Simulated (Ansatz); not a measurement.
# BiH3 (model cell, started as ReO3 type): a soft mode frozen in, part 2 of 3

Wanted: the energy along a soft mode of BiH3 (model cell, started as ReO3 type) and the structure at the end.

Ansatz 0.2.0; DFT PBEsol, scalar-relativistic, plane waves, PAW.

So far, highest frequency on the path or at a solved wavevector (cm⁻¹): step 2 (phonons on a q mesh) 1522. Also lowest frequency on the path (cm⁻¹): step 2 -1377.

The structure was built from a prototype and need not be the compound's stable phase.

## (5) Energy along the mode, all amplitudes (two of the runs are shown above)

An imaginary frequency means negative curvature, so the energy should fall and then rise again as anharmonic terms take over.

Numbers from this step:

| Item | Value |
| --- | --- |
| depth at the lowest point sampled | 17.29 meV/atom |
| largest atomic shift at that point | 0.22 Å |

The energy from the parent by largest atomic shift:

| largest atomic shift (Å) | energy from the parent (meV/atom) |
| --- | --- |
| 0.000 | 0 |
| 0.040 | -1.50 |
| 0.080 | -5.35 |
| 0.140 | -12.1 |
| 0.220 | -17.3 |
| 0.320 | -8.75 |
| 0.450 | 49.4 |

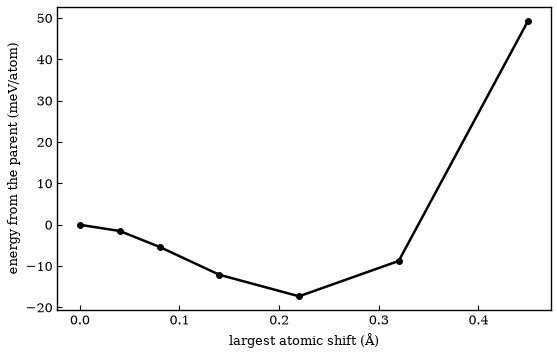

Energy from the parent, plotted against largest atomic shift.

Displacement at unit largest shift by atom:

| atom | x (Å) | y (Å) | z (Å) | size |
| --- | --- | --- | --- | --- |
| Bi1 | 0.00 | 0.00 | 0.00 | 0.00 |
| Bi2 | 0.00 | 0.00 | 0.00 | 0.00 |
| H3 | -1.00 | 0.00 | 0.00 | 1.00 |
| H4 | 1.00 | 0.00 | 0.00 | 1.00 |
| H5 | -0.02 | 0.00 | 0.00 | 0.02 |
| H6 | 0.02 | 0.00 | 0.00 | 0.02 |
| H7 | 0.00 | 0.00 | 0.00 | 0.00 |
| H8 | 0.00 | 0.00 | 0.00 | 0.00 |

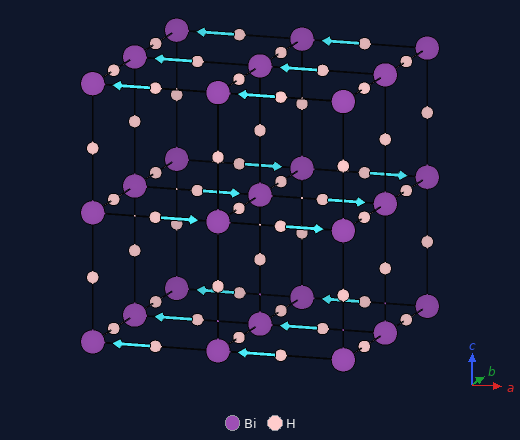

Displacement at unit largest shift as arrows, the longest 1 Å. 2×2×1 cells are drawn. Some periodic images of atoms are drawn too.

The lowest of the steps tried is at 0.22 Å, 17.3 meV/atom below the parent; the bottom of the well need not coincide with a step.

## (6) Relaxing from the distorted cell

Starting from the lowest point found, all atoms and the cell are let go, so that strain and other modes of the same symmetry can join in.

input.yaml reads:

```yaml
crystal:
  lattice:
    - [4.1628261251, 0.0, 0.0]
    - [0.0, 4.1628261251, 0.0]
    - [0.0, 0.0, 8.3256522502]
  atoms:
    - { symbol: Bi, position: [0.0002304152, 0.0, 0.0] }
    - { symbol: Bi, position: [-0.0002304152, 0.0, 0.5] }
    - { symbol: H, position: [0.4471512878, 0.0, 0.0] }
    - { symbol: H, position: [0.5528487122, 0.0, 0.5] }
    - { symbol: H, position: [-0.0009277412, 0.5, 0.5] }
    - { symbol: H, position: [0.0009277412, 0.5, 0.0] }
    - { symbol: H, position: [0.0, 0.0, 0.25] }
    - { symbol: H, position: [0.0, 0.0, 0.75] }
kpoints:
  mp_grid: { grid: [8, 8, 4] }
hamiltonian:
  xc: pbesol
scf:
  occupations: { method: methfessel_paxton, width: 0.2 }
output:
  forces: true
  stress: true
  eigenvalues: true
relax:
  adjacent_minimum: "off"
  f_tol: 0.002
  max_steps: 120
  cell: { stress_tol: 0.03 }
```

Launch:

```sh
$ ansatz run input.yaml --threads 4 --pin off --max-ram 7168MiB --backend cpu --events-out ev --progress --plain --runs-dir out
```

Numbers of over 12 decimals in the logs are rounded to 6 here.

Output:

```text
[...]
Crystal: 8 atoms, lattice volume = 144.276 Å³
Basis set: ecut = 420 eV, 2787 PW (Γ), exchange–correlation on 60×60×120 points (8 copies of the dense FFT grid, shifted against one another)
Bands: 26, of which v1, the nominal top of the filled ones, is band 18 counted from 1 (17 counted from 0)
Symmetry: 8 space group operations
[...]
k-points: 75 of 256
[...]
SCF iter   1: F=—  HF=-24574.090904 eV  |F-HF|=—  |Δ(HF+E_count)|=         —  Δρ=5.49e-3  dr2=4.06e-2  ethr=1.77e-3  ⟨swp⟩=6.0  Hψ=9505  notcnv=0
[...]
SCF iter   6: F=-24574.093593 eV  HF=-24574.093593 eV  |F-HF|=3.01e-8  |Δ(HF+E_count)|=   1.11e-6  S|Δr|=    0.00e0  Δρ=4.57e-6  dr2=3.41e-8  ethr=2.78e-10  ⟨swp⟩=11.0  Hψ=10852  notcnv=0
SCF 1 converged in 6 iterations: F = -24574.093593 eV  dr2 = 3.41e-8
[...]
relax step   1: F+E_penalty+E_count = -24574.09359312 eV  Δ(F+E_penalty+E_count) = +0.000e0 eV  max|allowed force component| = 8.648e-2 eV/Å  Δτ_max = 0.0000 Å  P = +1.178 GPa  Ω = 144.276 Å³  (6 SCF iters, dr2 threshold 1.00e-7 eV, accepted)
Crystal: 8 atoms, lattice volume = 152.383 Å³
Basis set: ecut = 420 eV, 2949 PW (Γ), exchange–correlation on 60×60×120 points (8 copies of the dense FFT grid, shifted against one another)
[...]
SCF iter   6: F=-24574.185257 eV  HF=-24574.185257 eV  |F-HF|=2.67e-8  |Δ(HF+E_count)|=   8.89e-8  S|Δr|=    0.00e0  Δρ=4.62e-6  dr2=2.19e-8  ethr=2.22e-9  ⟨swp⟩=7.3  Hψ=9715  notcnv=0
SCF 2 converged in 6 iterations: F = -24574.185257 eV  dr2 = 2.19e-8
relax step   2: F+E_penalty+E_count = -24574.18525692 eV  Δ(F+E_penalty+E_count) = -9.166e-2 eV  max|allowed force component| = 2.643e-1 eV/Å  Δτ_max = 0.1138 Å  P = -0.157 GPa  Ω = 152.383 Å³  energy of the carried Pulay correction = -4.317e-3 eV  (6 SCF iters, dr2 threshold 8.00e-7 eV, accepted)
Crystal: 8 atoms, lattice volume = 154.991 Å³
Basis set: ecut = 420 eV, 3037 PW (Γ), exchange–correlation on 60×60×120 points (8 copies of the dense FFT grid, shifted against one another)
[...]
SCF iter   6: F=-24574.227999 eV  HF=-24574.227999 eV  |F-HF|=2.31e-8  |Δ(HF+E_count)|=   2.01e-7  S|Δr|=    0.00e0  Δρ=7.29e-6  dr2=3.72e-8  ethr=2.22e-9  ⟨swp⟩=7.3  Hψ=9751  notcnv=0
SCF 3 converged in 6 iterations: F = -24574.227999 eV  dr2 = 3.72e-8
relax step   3: F+E_penalty+E_count = -24574.22799879 eV  Δ(F+E_penalty+E_count) = -4.274e-2 eV  max|allowed force component| = 1.392e-1 eV/Å  Δτ_max = 0.1946 Å  P = -0.145 GPa  Ω = 154.991 Å³  energy of the carried Pulay correction = -5.657e-3 eV  (6 SCF iters, dr2 threshold 8.00e-7 eV, accepted)
[... from here on, the SCF cycles and remarks between the steps are left out ...]
relax step   4: F+E_penalty+E_count = -24574.23260378 eV  Δ(F+E_penalty+E_count) = -4.605e-3 eV  max|allowed force component| = 1.826e-1 eV/Å  Δτ_max = 0.0813 Å  P = +0.464 GPa  Ω = 156.374 Å³  energy of the carried Pulay correction = -6.357e-3 eV  (5 SCF iters, dr2 threshold 8.00e-7 eV, accepted)
relax step   5: F+E_penalty+E_count = -24574.23602653 eV  Δ(F+E_penalty+E_count) = -3.423e-3 eV  max|allowed force component| = 1.555e-2 eV/Å  Δτ_max = 0.0140 Å  P = +0.045 GPa  Ω = 157.086 Å³  energy of the carried Pulay correction = -6.716e-3 eV  (4 SCF iters, dr2 threshold 8.00e-7 eV, accepted)
relax step   6: F+E_penalty+E_count = -24574.23598757 eV  Δ(F+E_penalty+E_count) = +3.896e-5 eV  max|allowed force component| = 2.748e-3 eV/Å  Δτ_max = 0.0090 Å  P = -0.005 GPa  Ω = 157.987 Å³  energy of the carried Pulay correction = -7.167e-3 eV  (5 SCF iters, dr2 threshold 7.94e-8 eV, accepted)
relax step   7: F+E_penalty+E_count = -24574.23601917 eV  Δ(F+E_penalty+E_count) = -3.161e-5 eV  max|allowed force component| = 7.034e-4 eV/Å  Δτ_max = 0.0019 Å  P = +0.000 GPa  Ω = 157.937 Å³  energy of the carried Pulay correction = -7.142e-3 eV  (5 SCF iters, dr2 threshold 4.72e-10 eV, accepted)
relax step   8: F+E_penalty+E_count = -24574.24668780 eV  Δ(F+E_penalty+E_count) = -1.067e-2 eV  max|allowed force component| = 8.696e-4 eV/Å  Δτ_max = 0.0000 Å  P = +0.054 GPa  Ω = 157.937 Å³  stress off target by 1.20e-1 GPa  SCF on the basis re-selected at this cell (its energy is not comparable with the rows above)  (6 SCF iters)
relax step   9: F+E_penalty+E_count = -24574.24661993 eV  Δ(F+E_penalty+E_count) = +6.787e-5 eV  max|allowed force component| = 4.139e-3 eV/Å  Δτ_max = 0.0128 Å  P = +0.001 GPa  Ω = 159.077 Å³  energy of the carried Pulay correction = -5.227e-4 eV  (5 SCF iters, dr2 threshold 3.61e-8 eV, accepted)
relax step  10: F+E_penalty+E_count = -24574.24657668 eV  Δ(F+E_penalty+E_count) = +4.325e-5 eV  max|allowed force component| = 3.248e-4 eV/Å  Δτ_max = 0.0015 Å  P = +0.001 GPa  Ω = 159.223 Å³  energy of the carried Pulay correction = -5.854e-4 eV  (4 SCF iters, dr2 threshold 3.51e-9 eV, accepted)
[...]
SCF iter   6: F=-24574.247142 eV  HF=-24574.247142 eV  |F-HF|=1.09e-11  |Δ(HF+E_count)|=  1.93e-10  S|Δr|=    0.00e0  Δρ=3.70e-8  dr2=2.21e-12  ethr=1.00e-12  ⟨swp⟩=7.0  Hψ=9296  notcnv=0
SCF 11 converged in 6 iterations: F = -24574.247142 eV  dr2 = 2.21e-12
relax step  11: F+E_penalty+E_count = -24574.24714244 eV  Δ(F+E_penalty+E_count) = -5.658e-4 eV  max|allowed force component| = 2.980e-4 eV/Å  Δτ_max = 0.0000 Å  P = +0.001 GPa  Ω = 159.223 Å³  stress off target by 3.27e-3 GPa  SCF on the basis re-selected at this cell (its energy is not comparable with the rows above)  (6 SCF iters)
[...]
SCF converged after 6 iterations
[...]
Free energy (F): -24574.247142 eV
[...]
Internal energy: -24574.247578 eV  (E = F + TS)
E sigma→0 (E₀):  -24574.247251 eV
Entropy (-TS):   0.000435 eV (0.054 meV/atom)
Fermi energy:    2.957033 eV
[...]
--- Forces (eV/Å), atoms counted from 1 ---
  atom   1  Bi     0.00003119     0.00000000     0.00000000
  atom   2  Bi    -0.00003119     0.00000000     0.00000000
  atom   3  H     -0.00029805     0.00000000     0.00000000
  atom   4  H      0.00029805     0.00000000     0.00000000
  atom   5  H     -0.00013108     0.00000000     0.00000000
  atom   6  H      0.00013108     0.00000000     0.00000000
  atom   7  H      0.00000000     0.00000000     0.00000000
  atom   8  H      0.00000000     0.00000000    -0.00000000
  max |Σ_I F_I| component: 2.71e-20 eV/Å
--- Stress (GPa, compression-positive) ---
        0.003272       0.000000       0.000000
        0.000000       0.000109       0.000000
        0.000000       0.000000      -0.000290
  P = ⅓ Tr σ = 0.0010 GPa (0.010 kbar)
--- Band table (eV; the first three rows and the last of 75) ---
  k-point 0: bands = [... 14 lower, 0.2432, 1.1425, 2.2914, 2.7796, 2.9298, 2.9440, 3.4331, 4.3938, ... 4 higher]
  k-point 1: bands = [... 14 lower, 0.1235, 0.2984, 2.2715, 2.2731, 2.9958, 3.3504, 3.7826, 4.3881, ... 4 higher]
  k-point 2: bands = [... 14 lower, 0.1862, 0.1862, 2.2407, 2.2407, 3.1649, 3.1649, 4.0854, 4.0854, ... 4 higher]
  k-point 74: bands = [... 14 lower, -1.7625, -1.7625, -0.8876, -0.8876, 6.2292, 6.2292, 7.4597, 7.4597, ... 4 higher]
--- Relaxed structure (9 steps of the walk, 9 accepted, 2 SCFs on fresh bases) ---
  F+E_penalty+E_count = -24574.24714244 eV   max|allowed force component| = 2.980e-4 eV/Å   (the final SCF, on the basis selected at the relaxed cell)
  cell:  # Å, volume = 159.2230 Å³
    - [4.606549, 0.0, 0.0]
    - [0.0, 4.166544, 0.0]
    - [0.0, 0.0, 8.295720]
  atoms:
    - { symbol: Bi, position: [-0.043300, 0.0, 0] }
    - { symbol: Bi, position: [0.043300, 0.0, 0.5] }
    - { symbol: H, position: [0.353024, 0.0, 0] }
    - { symbol: H, position: [0.646976, 0.0, 0.5] }
    - { symbol: H, position: [0.014927, 0.5, 0.5] }
    - { symbol: H, position: [-0.014927, 0.5, 0] }
    - { symbol: H, position: [1.3543326402539066e-18, 0.0, 0.25] }
    - { symbol: H, position: [1.3543326402539077e-18, 0.0, 0.750000] }
```

Wall time 50 s (4 threads of Arm Neoverse V2, shared host); peak memory 0.61 GiB.

The steps of the relaxation:

| step | energy less that of the first step (eV) | largest force component (eV/Å) | pressure (GPa) | volume (Å³) |
| --- | --- | --- | --- | --- |
| 1 | 0.0000 | 0.0865 | 1.18 | 144.28 |
| 2 | -0.0917 | 0.2643 | -0.16 | 152.38 |
| 3 | -0.1344 | 0.1392 | -0.15 | 154.99 |
| 4 | -0.1390 | 0.1826 | 0.46 | 156.37 |
| 5 | -0.1424 | 0.0156 | 0.05 | 157.09 |
| 6 | -0.1424 | 0.0027 | -0.01 | 157.99 |
| 7 | -0.1424 | 0.0007 | 0.00 | 157.94 |
| 8* | -0.1531 | 0.0009 | 0.05 | 157.94 |
| 9 | -0.1530 | 0.0041 | 0.00 | 159.08 |
| 10 | -0.1530 | 0.0003 | 0.00 | 159.22 |
| 11* | -0.1535 | 0.0003 | 0.00 | 159.22 |

Relaxation steps marked * repeat the geometry before them on a plane-wave basis chosen anew for their cell, so energy and pressure can jump there.

Forces are held to the 8 operations that the run works with; a distortion that breaks them can't arise in this run.

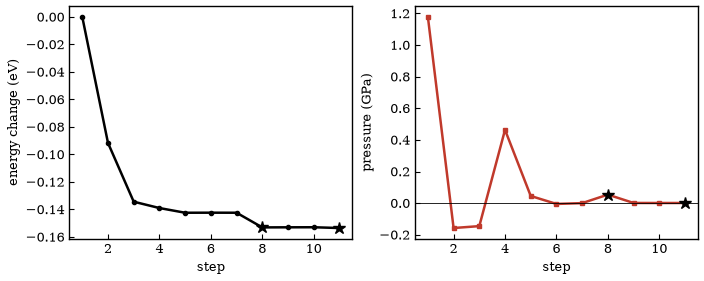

Energy and pressure along the relaxation. Stars mark steps on a basis chosen anew.

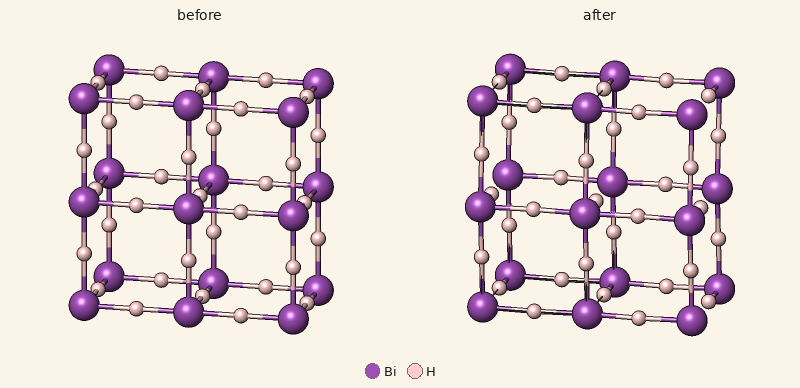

Before and after, at one scale.

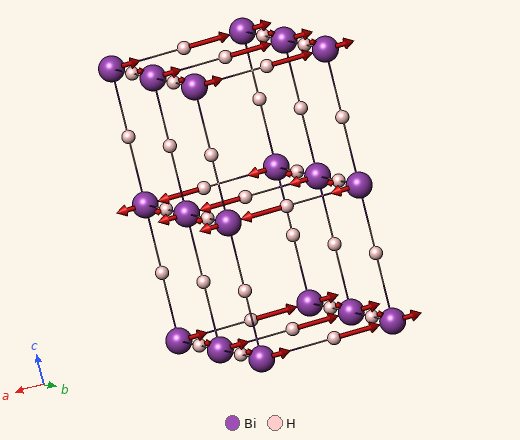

Displacements in the relaxation, exaggerated, measured against the changing cell; the longest in the cell stands for 0.43 Å. 1×2×1 cells are drawn. Some periodic images of atoms are drawn too.

| cell as run | before | after | change |
| --- | --- | --- | --- |
| a (Å) | 4.163 | 4.607 | +10.7 % |
| b (Å) | 4.163 | 4.167 | +0.1 % |
| c (Å) | 8.326 | 8.296 | -0.4 % |
| volume (Å³/atom) | 18.03 | 19.90 | +10.4 % |

The atoms that moved most (Å, as changes of fractional coordinates times the final cell):

| atom | dx | dy | dz | length |
| --- | --- | --- | --- | --- |
| H4 | 0.434 | 0.000 | 0.000 | 0.434 |
| H3 | -0.434 | 0.000 | 0.000 | 0.434 |
| Bi1 | -0.201 | 0.000 | 0.000 | 0.201 |
| Bi2 | 0.201 | 0.000 | 0.000 | 0.201 |
| H5 | 0.073 | 0.000 | 0.000 | 0.073 |
| H6 | -0.073 | 0.000 | 0.000 | 0.073 |

Numbers from this step:

```yaml
pressure: 0.001031 GPa
volume_per_atom: 19.90 Å³
```

The distorted start has space group Pmma; the relaxation ends in Pmma.

## (7) The new phase in its own primitive cell

The relaxed structure is symmetrised, reduced to its primitive cell and relaxed tightly, as its phonons need.

input.yaml reads:

```yaml
crystal:
  lattice:
    - [8.2957201545, 0.0, 0.0]
    - [0.0, 4.1665439271, 0.0]
    - [0.0, 0.0, 4.6065491593]
  atoms:
    - { symbol: Bi, position: [0.75, 0.0, 0.0433000297] }
    - { symbol: Bi, position: [0.25, 0.0, 0.9566999703] }
    - { symbol: H, position: [0.75, 0.0, 0.646976172] }
    - { symbol: H, position: [0.25, 0.0, 0.353023828] }
    - { symbol: H, position: [0.25, 0.5, 0.9850731582] }
    - { symbol: H, position: [0.75, 0.5, 0.0149268418] }
    - { symbol: H, position: [0.5, 0.0, 0.0] }
    - { symbol: H, position: [0.0, 0.0, 0.0] }
kpoints:
  mp_grid: { grid: [4, 8, 8] }
hamiltonian:
  xc: pbesol
scf:
  occupations: { method: methfessel_paxton, width: 0.2 }
output:
  forces: true
  stress: true
  eigenvalues: true
relax:
  adjacent_minimum: "off"
  f_tol: 0.001
  max_steps: 60
  cell: { stress_tol: 0.01 }
```

Output:

```text
[...]
Crystal: 8 atoms, lattice volume = 159.223 Å³
Basis set: ecut = 420 eV, 3089 PW (Γ), exchange–correlation on 120×60×64 points (8 copies of the dense FFT grid, shifted against one another)
Bands: 26, of which v1, the nominal top of the filled ones, is band 18 counted from 1 (17 counted from 0)
Symmetry: 8 space group operations
[...]
k-points: 75 of 256
[...]
- [0.0, 4.1665439271, 0.0]
    - [0.0, 0.0, 4.6065491593]
  atoms:
    - { symbol: Bi, position: [0.75, 0.0, 0.0433000297] }
    - { symbol: Bi, position: [0.25, 0.0, 0.9566999703] }
    - { symbol: H, position: [0.75, 0.0, 0.646976172] }
    - { symbol: H, position: [0.25, 0.0, 0.353024] }
    - { symbol: H, position: [0.25, 0.500000, 0.9850731582] }
    - { symbol: H, position: [0.75, 0.500000, 0.014927] }
    - { symbol: H, position: [0.5, 0.0, 0.0] }
    - { symbol: H, position: [0.0, 0.0, 0.0] }
[key lines of the parts left out:]
SCF converged after 6 iterations
Free energy (F): -24574.247142 eV
Fermi energy:    2.957033 eV
P = ⅓ Tr σ = 0.0010 GPa (0.010 kbar)
```

Run time: 11 s. Hardware: 4 threads; peak memory 0.6 GiB.

Little changed from the start: no atom moved by 0.005 Å and no cell edge by 0.1 %.

This step gave:

- pressure: 0.001030 GPa

The largest force component left is 0.30 meV/Å and the pressure is 0.001 GPa, within the tolerances set. The cell now holds 19.90 Å³/atom.

[end of part 2 of 3]

[Logs are printed without paths, hosts, clocks, repeated set-up lines and the standing remarks that a program may print on its own settings, such as how far it seeks lower states.]

[Hosts, paths, dates, database ids (printed as entryN), source tags and the programs' standing remarks are cut or masked in the printed files.]
